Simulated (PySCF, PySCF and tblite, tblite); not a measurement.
# C₅H₁₀Cl₂Si: telling isomers apart by computed NMR, part 3 of 3

PySCF and tblite. Atoms count from 0. The steps go on from the part before.

### Step 11. Single-point energy, isomer B, conformer 1: revPBE/6-31+G* in cyclohexane

The job: settings as JSON, then the geometry in Å.

```
{"job": {"xc": "revPBE", "basis": "6-31+G*", "solvent": "cyclohexane", "kind": "sp"}, "charge": 0, "multiplicity": 1}
Cl     2.298495    -1.410840     1.648380
C      0.815051    -0.641905     0.997479
C      1.153286     0.797923     0.613455
C     -0.109884     1.623418     0.261868
Si    -1.140584     0.808758    -1.135182
Cl    -3.004714     1.534980    -1.252967
C     -1.092315    -1.046922    -0.653647
C      0.311977    -1.488886    -0.170649
H      0.080799    -0.650616     1.810705
H      1.847372     0.786931    -0.233481
H      1.669648     1.270076     1.455044
H     -0.702036     1.729226     1.184337
H      0.225655     2.643592     0.029570
H     -0.478676     1.003517    -2.413575
H     -1.804358    -1.267126     0.157088
H     -1.381649    -1.725187    -1.468231
H      0.270113    -2.534302     0.150567
H      1.033060    -1.426319    -0.992417
```

Standard output:

```text
coarse grid: 16504 points
cycle   1  E = -1406.1821368971  dE =  5.940e-01  |g| = 5.846e-01  |ddm| = 5.698e+00
cycle   2  E = -1406.0526647335  dE =  1.295e-01  |g| = 8.953e-01  |ddm| = 3.369e+00
cycle   3  E = -1406.2754742521  dE = -2.228e-01  |g| = 1.193e-01  |ddm| = 2.500e+00
cycle   4  E = -1406.2793893745  dE = -3.915e-03  |g| = 3.334e-02  |ddm| = 5.137e-01
cycle   5  E = -1406.2796702256  dE = -2.809e-04  |g| = 1.298e-02  |ddm| = 1.758e-01
cycle   6  E = -1406.2797109045  dE = -4.068e-05  |g| = 3.661e-03  |ddm| = 4.660e-02
cycle   7  E = -1406.2797144804  dE = -3.576e-06  |g| = 7.495e-04  |ddm| = 1.532e-02
final grid: 145184 points
cycle   8  E = -1406.1656199492  dE = -3.979e-05  |g| = 1.402e-02  |ddm| = 2.460e-01
cycle   9  E = -1406.1655239430  dE =  9.601e-05  |g| = 2.336e-02  |ddm| = 8.185e-02
cycle  10  E = -1406.1656718982  dE = -1.480e-04  |g| = 2.728e-03  |ddm| = 6.253e-02
cycle  11  E = -1406.1656740672  dE = -2.169e-06  |g| = 4.257e-04  |ddm| = 1.113e-02
cycle  12  E = -1406.1656741145  dE = -4.727e-08  |g| = 1.112e-04  |ddm| = 1.698e-03
cycle  13  E = -1406.1656741175  dE = -2.980e-09  |g| = 2.877e-05  |ddm| = 3.563e-04
cycle  14  E = -1406.1656741177  dE = -2.124e-10  |g| = 8.772e-06  |ddm| = 1.549e-04
converged SCF energy = -1406.1656741177
```

Wall time 13 s (1 thread of Arm Neoverse V1, shared host); peak memory 0.78 GiB.

This run: HOMO -6.71 eV, LUMO -0.61 eV; dipole 0.66 D.

### Step 12. Shieldings, isomer B, conformer 2: X3LYP/pcSseg-1 in cyclohexane

The job: settings as JSON, then the geometry in Å.

```
{"job": {"xc": "X3LYP", "basis": "pcSseg-1", "solvent": "cyclohexane", "kind": "nmr", "pop": false}, "charge": 0, "multiplicity": 1}
Cl    -1.039351    -1.666244     1.585234
C     -0.623895    -1.331123    -0.126467
C     -1.402072    -0.113702    -0.625057
C     -1.132880     1.184338     0.176863
Si     0.735262     1.604328     0.253495
Cl     1.374670     2.397305    -1.480616
C      1.540685    -0.104854     0.573216
C      0.892313    -1.220153    -0.284788
H     -0.962430    -2.206826    -0.691276
H     -2.470661    -0.347029    -0.578381
H     -1.144735     0.036756    -1.679859
H     -1.747189     1.974004    -0.276593
H     -1.556813     1.036861     1.179970
H      1.024826     2.534839     1.327102
H      2.619976    -0.131842     0.370786
H      1.442217    -0.409158     1.624595
H      1.104469    -1.048048    -1.346313
H      1.336848    -2.183134    -0.013568
```

Standard output:

```text
coarse grid: 16504 points
cycle   1  E = -1406.1415712640  dE =  7.436e-01  |g| = 5.007e-01  |ddm| = 3.831e+00
cycle   2  E = -1406.1223561028  dE =  1.922e-02  |g| = 5.833e-01  |ddm| = 9.929e-01
cycle   3  E = -1406.2062997285  dE = -8.394e-02  |g| = 5.654e-02  |ddm| = 5.401e-01
cycle   4  E = -1406.2069693025  dE = -6.696e-04  |g| = 2.480e-02  |ddm| = 9.087e-02
cycle   5  E = -1406.2070997608  dE = -1.305e-04  |g| = 5.410e-03  |ddm| = 3.237e-02
cycle   6  E = -1406.2071062112  dE = -6.450e-06  |g| = 2.078e-03  |ddm| = 7.355e-03
final grid: 145184 points
cycle   7  E = -1406.2563049541  dE = -3.646e-05  |g| = 4.845e-03  |ddm| = 2.265e-02
cycle   8  E = -1406.2563011386  dE =  3.815e-06  |g| = 6.167e-03  |ddm| = 9.282e-03
cycle   9  E = -1406.2563107206  dE = -9.582e-06  |g| = 5.190e-04  |ddm| = 5.824e-03
cycle  10  E = -1406.2563107762  dE = -5.557e-08  |g| = 1.822e-04  |ddm| = 7.345e-04
cycle  11  E = -1406.2563107834  dE = -7.195e-09  |g| = 5.512e-05  |ddm| = 1.879e-04
cycle  12  E = -1406.2563107841  dE = -6.721e-10  |g| = 1.269e-05  |ddm| = 5.052e-05
converged SCF energy = -1406.2563107841

GIAO shielding tensors (ppm)
atom      isotropic    diamagn.    paramagn.     s11        s22        s33       span
  0 Cl     831.369    1148.348    -316.979    629.811    805.441   1058.854    429.043
  1 C      112.766     246.802    -134.036     79.704    106.463    152.132     72.428
  2 C      145.734     246.824    -101.090    130.566    141.618    165.018     34.453
  3 C      166.231     250.044     -83.813    155.661    168.981    174.052     18.390
  4 Si     339.652     876.700    -537.049    289.534    344.232    385.190     95.656
  5 Cl     992.535    1148.396    -155.861    931.524   1015.651   1030.431     98.907
  6 C      166.238     250.048     -83.811    155.668    168.984    174.061     18.393
  7 C      145.733     246.825    -101.092    130.562    141.618    165.019     34.457
  8 H       27.294      30.326      -3.032     23.009     26.040     32.835      9.826
  9 H       29.479      29.980      -0.501     24.432     27.931     36.073     11.641
 10 H       29.677      31.204      -1.527     26.078     28.379     34.574      8.496
 11 H       30.710      28.874       1.836     26.305     28.138     37.687     11.382
 12 H       29.924      30.176      -0.253     24.573     30.478     34.720     10.146
 13 H       26.865      27.536      -0.671     22.300     25.532     32.762     10.462
 14 H       30.710      28.877       1.833     26.305     28.138     37.687     11.383
 15 H       29.923      30.177      -0.253     24.573     30.476     34.721     10.147
 16 H       29.677      31.205      -1.529     26.078     28.378     34.574      8.497
 17 H       29.478      29.981      -0.503     24.432     27.931     36.073     11.641
```

It took 34 s on 1 thread of Arm Neoverse V1, shared host; peak memory 1.1 GiB.

This run: HOMO -7.78 eV, LUMO 0.74 eV; dipole 1.02 D.

### Step 13. Single-point energy, isomer B, conformer 2: revPBE/6-31+G* in cyclohexane

Changed since step 12:

```diff
@@ -1,2 +1,2 @@
-{"job": {"xc": "X3LYP", "basis": "pcSseg-1", "solvent": "cyclohexane", "kind": "nmr", "pop": false}, "charge": 0, "multiplicity": 1}
+{"job": {"xc": "revPBE", "basis": "6-31+G*", "solvent": "cyclohexane", "kind": "sp"}, "charge": 0, "multiplicity": 1}
 Cl    -1.039351    -1.666244     1.585234
```

Standard output:

```text
coarse grid: 16504 points
cycle   1  E = -1406.1782877096  dE =  6.022e-01  |g| = 5.937e-01  |ddm| = 5.284e+00
cycle   2  E = -1406.0387343470  dE =  1.396e-01  |g| = 9.215e-01  |ddm| = 3.057e+00
cycle   3  E = -1406.2748524886  dE = -2.361e-01  |g| = 1.149e-01  |ddm| = 2.305e+00
cycle   4  E = -1406.2783062727  dE = -3.454e-03  |g| = 3.356e-02  |ddm| = 7.872e-01
cycle   5  E = -1406.2785908621  dE = -2.846e-04  |g| = 1.270e-02  |ddm| = 1.931e-01
cycle   6  E = -1406.2786294645  dE = -3.860e-05  |g| = 3.889e-03  |ddm| = 2.810e-02
cycle   7  E = -1406.2786337638  dE = -4.299e-06  |g| = 5.558e-04  |ddm| = 1.997e-02
final grid: 145184 points
cycle   8  E = -1406.1641973390  dE = -2.881e-05  |g| = 1.412e-02  |ddm| = 1.649e-01
cycle   9  E = -1406.1640942867  dE =  1.031e-04  |g| = 2.405e-02  |ddm| = 7.538e-02
cycle  10  E = -1406.1642502209  dE = -1.559e-04  |g| = 2.368e-03  |ddm| = 6.346e-02
cycle  11  E = -1406.1642517682  dE = -1.547e-06  |g| = 4.869e-04  |ddm| = 1.305e-02
cycle  12  E = -1406.1642518314  dE = -6.320e-08  |g| = 9.344e-05  |ddm| = 1.479e-03
cycle  13  E = -1406.1642518334  dE = -2.022e-09  |g| = 2.978e-05  |ddm| = 3.463e-04
cycle  14  E = -1406.1642518337  dE = -2.483e-10  |g| = 7.029e-06  |ddm| = 1.555e-04
converged SCF energy = -1406.1642518337
```

Run time: 13 s. Hardware: 1 thread of Arm Neoverse V1, shared host; peak memory 0.78 GiB.

Key values: HOMO -6.57 eV, LUMO -0.53 eV; dipole 1.12 D.

### Step 14. The ensemble, isomer B: properties at X3LYP/pcSseg-1 in cyclohexane

The job: settings as JSON, then the geometry in Å.

```
{"job": {"study": "conf", "smiles": "Cl[C@H]1CC[Si@H](Cl)CC1", "search": {"seed": 1618, "n_embed": 60, "ff_keep": 14, "window": 2.5, "nmax": 5, "temps": [250, 298.15, 350], "t_ref": 298.15, "order": 0.002}, "level": {"nmr": {"xc": "X3LYP", "basis": "pcSseg-1", "solvent": "cyclohexane"}, "sp": {"xc": "revPBE", "basis": "6-31+G*", "solvent": "cyclohexane"}, "alter": {"geometry": "GFN1-xTB"}, "change": "X3LYP/pcSseg-1; solvent cyclohexane; energies revPBE/6-31+G*; GFN1-xTB geometries"}, "kind": "conf"}, "charge": 0, "multiplicity": 1}
Cl    -1.039351    -1.666244     1.585234
C     -0.623895    -1.331123    -0.126467
C     -1.402072    -0.113702    -0.625057
C     -1.132880     1.184338     0.176863
Si     0.735262     1.604328     0.253495
Cl     1.374670     2.397305    -1.480616
C      1.540685    -0.104854     0.573216
C      0.892313    -1.220153    -0.284788
H     -0.962430    -2.206826    -0.691276
H     -2.470661    -0.347029    -0.578381
H     -1.144735     0.036756    -1.679859
H     -1.747189     1.974004    -0.276593
H     -1.556813     1.036861     1.179970
H      1.024826     2.534839     1.327102
H      2.619976    -0.131842     0.370786
H      1.442217    -0.409158     1.624595
H      1.104469    -1.048048    -1.346313
H      1.336848    -2.183134    -0.013568
```

Standard output:

```text
conformer  sym    E(xTB)   E(DFT)   G(298.15 K)  weight  dipole/D
    1     Cs      0.000    0.688    0.416   0.3313    0.657
    2     Cs      0.768    0.000    0.000   0.6686    1.124

mean shielding (ppm) by class
class atoms           250 K   298.15 K      350 K
  0 Cl 0            806.699    802.248     798.45
  1 C  1             112.67    112.652    112.637
  2 C  2,7           143.88    143.545     143.26
  3 C  3,6          164.342      164.0    163.709
  4 Si 4            339.568    339.553     339.54
  5 Cl 5            988.068    987.262    986.575
  6 H  8             27.512     27.552     27.585
  7 H  9,17          29.621     29.646     29.668
  8 H  10,16         29.572     29.552     29.536
  9 H  11,14         30.642      30.63      30.62
 10 H  12,15         29.988       30.0      30.01
 11 H  13            26.874     26.876     26.877
```

It took 95 s on 1 thread of Arm Neoverse V1, shared host. This counts the runs that the step sums up.

Against the first level, at 298 K (shieldings, ppm; largest changes first):

| atoms | B3LYP/pcSseg-1 in dimethylsulfoxide | X3LYP/pcSseg-1 in cyclohexane | change |
| --- | --- | --- | --- |
| Cl0 | 826 | 802 | -24 |
| Si4 | 332.8 | 339.6 | +6.8 |
| Cl5 | 991 | 987 | -4 |
| C2, C7 | 146.5 | 143.5 | -3.0 |
| C3, C6 | 166.7 | 164.0 | -2.7 |
| C1 | 111.3 | 112.7 | +1.3 |
| H8 | 27.24 | 27.55 | +0.31 |
| H12, H15 | 30.27 | 30.00 | -0.27 |
| H11, H14 | 30.82 | 30.63 | -0.19 |
| H13 | 26.75 | 26.88 | +0.12 |

Weights: from B3LYP/pcSseg-1 in dimethylsulfoxide energies 1: 18 %, 2: 82 %; from revPBE/6-31+G* in cyclohexane energies 1: 33 %, 2: 67 % (with a dispersion term where the level has one and the same thermal terms, so they don't follow from the SCF energies alone). Times: 71 s and 95 s.

### Step 15. Assigning the signals

The job: settings as JSON, then the geometry in Å.

```
{"job": {"study": "set", "relation": "diastereomers", "members": [{"smiles": "[Cl:1][C@H:2]1[CH2:3][CH2:4][Si@@H:5]([Cl:6])[CH2:7][CH2:8]1"}, {"smiles": "[Cl:1][C@H:2]1[CH2:3][CH2:4][Si@H:5]([Cl:6])[CH2:7][CH2:8]1"}], "charge": 0, "search": {"seed": 1618, "n_embed": 60, "ff_keep": 14, "window": 2.5, "nmax": 5, "temps": [250, 298.15, 350], "t_ref": 298.15, "order": 0.002}, "level": {"nmr": {"xc": "B3LYP", "basis": "pcSseg-1", "solvent": "dimethylsulfoxide"}}, "dp4": {"C": [1.5, 10], "H": [0.15, 10]}, "second_levels": [{"nmr": {"xc": "X3LYP", "basis": "pcSseg-1", "solvent": "cyclohexane"}, "wide": true, "sp": {"xc": "revPBE", "basis": "6-31+G*", "solvent": "cyclohexane"}, "alter": {"geometry": "GFN1-xTB"}, "change": "X3LYP/pcSseg-1; solvent cyclohexane; energies revPBE/6-31+G*; GFN1-xTB geometries"}], "kind": "set"}, "charge": 0, "multiplicity": 1}
Cl    -1.509042     0.118678     1.978557
C     -1.459658     0.126043     0.183923
C     -0.695172     1.353130    -0.301402
C      0.744528     1.432076     0.203978
Si     1.697851    -0.145504    -0.251692
Cl     3.409108    -0.301454     0.811409
C      0.486153    -1.540974     0.184379
C     -0.917961    -1.208285    -0.318041
H     -2.506406     0.219093    -0.123619
H     -1.240147     2.246880     0.013508
H     -0.701130     1.329882    -1.394227
H      1.211201     2.327255    -0.207922
H      0.729117     1.560907     1.287782
H      2.031760    -0.165191    -1.680671
H      0.791701    -2.497823    -0.239881
H      0.447586    -1.679472     1.266468
H     -0.918926    -1.170416    -1.410519
H     -1.609323    -1.998505    -0.013688
```

Standard output:

```text
isomer  G rel   conformers  SMILES
A     0.278      2   Cl[C@H]1CC[Si@@H](Cl)CC1
B     0.000      2   Cl[C@H]1CC[Si@H](Cl)CC1

signals of isomer B at the second level: probabilities [0.05043, 0.94957]
```

Wall time 4 min (1 thread of Arm Neoverse V1, shared host); peak memory 1.2 GiB. This counts the whole study up to here.

The 2 candidates (diastereomers), with energies and dipoles from their ensembles above, at 298 K; shieldings at B3LYP/pcSseg-1 in dimethylsulfoxide:

| isomer | SMILES | conformers | ΔE | ΔG | μ rms (D) |
| --- | --- | --- | --- | --- | --- |
| A | Cl[C@H]1CC[Si@@H](Cl)CC1 | 2 | 0.69 | 0.28 | 3.50 |
| B | Cl[C@H]1CC[Si@H](Cl)CC1 | 2 | 0.00 | 0.00 | 1.02 |

Energies in kcal/mol.

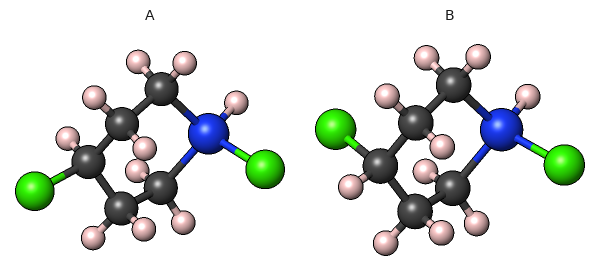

The leading conformer of each candidate.

The signals of isomer B, computed at a second level (X3LYP/pcSseg-1 in cyclohexane on GFN1-xTB geometries), stand in for a spectrum. The test takes 5 C values, 9 H values (hydrogens on carbon alone). Each candidate's shieldings are matched to them by assigned atoms (like hydrogens of one group may swap) by a straight-line fit, or by a shift alone where signals are few or close (slope 1; a small slope inflates the errors), and the errors are weighed by Student-t tails (C: width 1.5 ppm, H: width 0.15 ppm).

| candidate | C slope | C mean error | C largest | H slope | H mean error | H largest | P(C) | P(H) | P(all) |
| --- | --- | --- | --- | --- | --- | --- | --- | --- | --- |
| A | 1.03 | 0.5 | 0.6 | 1.04 | 0.12 | 0.26 | 76.1 | 1.6 | 5.0 |
| B | 1.08 | 0.8 | 1.0 | 1.18 | 0.06 | 0.13 | 23.9 | 98.4 | 95.0 |

Errors in ppm, probabilities in per cent.

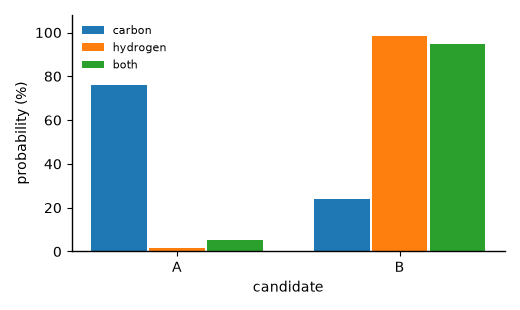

Probabilities for the signals of isomer B.

### Step 16. What came out

What follows sums up all 3 parts.

| quantity | value |
| --- | --- |
| conformers, isomer A | 2; the first in weight is no. 2 (Cs), 54 % at 298 K |
| root-mean-square dipole, isomer A | 3.50 D |
| averaged ¹³C shifts, isomer A (B3LYP/pcSseg-1 in dimethylsulfoxide) | 71.7, 38.7, 18.6 ppm |
| averaged ¹H shifts, isomer A (B3LYP/pcSseg-1 in dimethylsulfoxide) | 4.98, 4.24, 2.21, 2.15, 1.42, 1.15 ppm |
| averaged ²⁹Si shifts, isomer A (B3LYP/pcSseg-1 in dimethylsulfoxide) | -0.4 ppm |
| conformers, isomer B | 2; the first in weight is no. 2 (Cs), 82 % at 298 K |
| root-mean-square dipole, isomer B | 1.02 D |
| averaged ¹³C shifts, isomer B (B3LYP/pcSseg-1 in dimethylsulfoxide) | 71.5, 36.3, 16.1 ppm |
| averaged ¹H shifts, isomer B (B3LYP/pcSseg-1 in dimethylsulfoxide) | 5.05, 4.56, 2.23, 2.22, 1.54, 0.99 ppm |
| averaged ²⁹Si shifts, isomer B (B3LYP/pcSseg-1 in dimethylsulfoxide) | 1.4 ppm |
| lowest in free energy | A, B, within 0.5 kcal/mol of one another |
| signals of B (X3LYP/pcSseg-1 in cyclohexane on GFN1-xTB geometries) | best fit B, 95 % |

Conformer 2 leads for isomer A with 54 % at 298 K, and its share goes from 54 % at 250 K to 54 % at 350 K. Among conformers of isomer A over 5 %, H8 differs by 0.75 ppm, while the average moves by 0.00 ppm from 250 to 350 K. At 298 K conformer 2 holds 82 % of the ensemble for isomer B (87 % at 250 K, 77 % at 350 K). xTB puts no. 1 lowest, DFT no. 2. Among conformers of isomer B over 5 %, H8 differs by 0.71 ppm, while the average moves by 0.07 ppm from 250 to 350 K. Between B3LYP/pcSseg-1 in dimethylsulfoxide and X3LYP/pcSseg-1 in cyclohexane, Cl0 of isomer B changes most, by 24 ppm of raw shielding (the geometries differ too); the energies behind both averages, dispersion terms included where typed, rank the same conformer first. The test names the right isomer, B, with 95 %. Carbon and hydrogen point to different candidates. The stand-in spectrum is computed, so it shares conformers and some errors with the candidates; a measured one would test harder.
